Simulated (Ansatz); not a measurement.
# CH3AlF (SMILES [CH2-][AlH][F]) (charge −1): what the fields show

The calculation's input:

```
crystal:
  periodic: [false, false, false]
  atoms:
    - { symbol: C, position_ang: [-0.38664, 0.17239, -1.17242] }
    - { symbol: Al, position_ang: [0.44229, 0.03997, 0.53436] }
    - { symbol: F, position_ang: [2.01056, -0.56204, 0.88952] }
    - { symbol: H, position_ang: [-1.27279, 0.83863, -1.04233] }
    - { symbol: H, position_ang: [-0.84361, -0.83848, -1.32611] }
    - { symbol: H, position_ang: [0.05019, 0.34954, 2.11697] }
total_charge: -1
basis:
  gaussian: { orbitals: def2-SVP }
hamiltonian:
  xc: b3lyp
relax:
  f_tol: 0.015
  max_steps: 40
output:
  orbitals: {}
```

Run with:

```sh
ansatz run input.yaml --threads 1 --pin off --max-ram 2048MiB --backend cpu --events-out ev --progress --plain --runs-dir out
```

The fields are those of the relaxed geometry.

The highest occupied orbital lies above zero, a sign that basis and functional describe the outermost electron poorly.

These are results of Ansatz 0.2.0, RKS B3LYP/def2-SVP, not measurements.

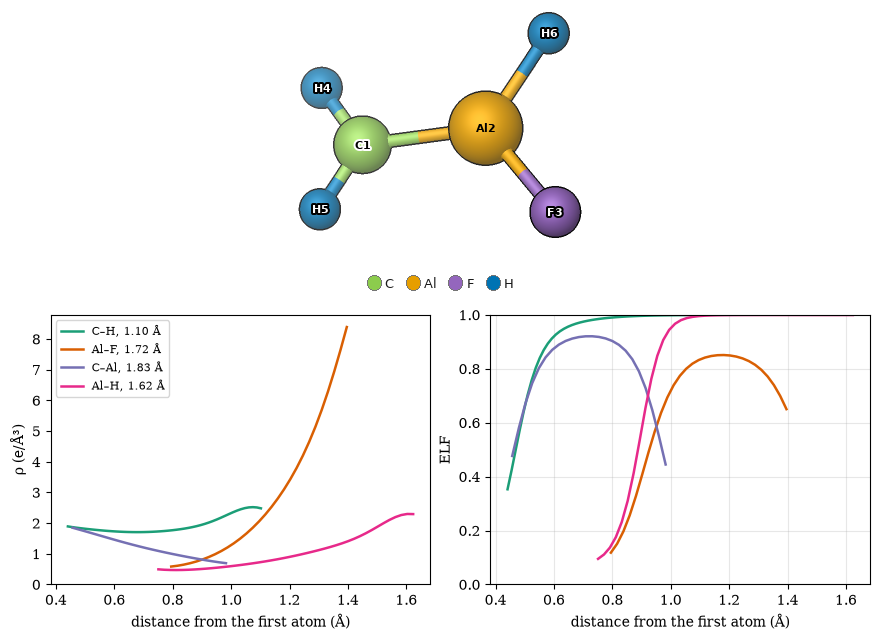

Figure 1. Total electron density and electron localisation function along straight lines between neighbouring atoms. The curves leave out the atomic cores. The structure is drawn too.

> What can be read from the curves?

C–H (1.10 Å): ρ at the midpoint is about 1.8 e/Å³; the ELF climbs to about 1 towards the hydrogen, as it does in any bond to H: an ordinary covalent bond to hydrogen.
Al–F (1.72 Å): the density is about 0.69 e/Å³ at the midpoint; the ELF peaks at about 0.85 in the valence shell of F, 0.5 Å from its nucleus, and is about 0.25 at the midpoint.
C–Al (1.83 Å): the density is about 0.79 e/Å³ at the midpoint; the ELF peaks at about 0.90 between the atoms, as expected for a polar covalent bond.
Al–H (1.62 Å): the density is about 0.47 e/Å³ at the midpoint; the ELF climbs to about 1 towards the hydrogen.

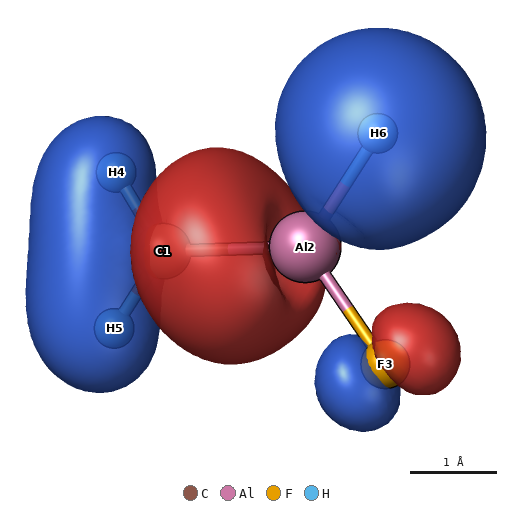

Figure 2. The HOMO−1 at ±0.08 Å⁻³ᐟ² (blue and red are the two phases), seen at an oblique angle.

> Describe this orbital and give its energy.

It lies mainly on C1 (about 40 %), Al2 (about 25 %) and H6 (about 25 %); it is symmetric in the molecular plane (an in-plane orbital: σ, lone-pair or in-plane π type). Its energy is −2.15 eV.
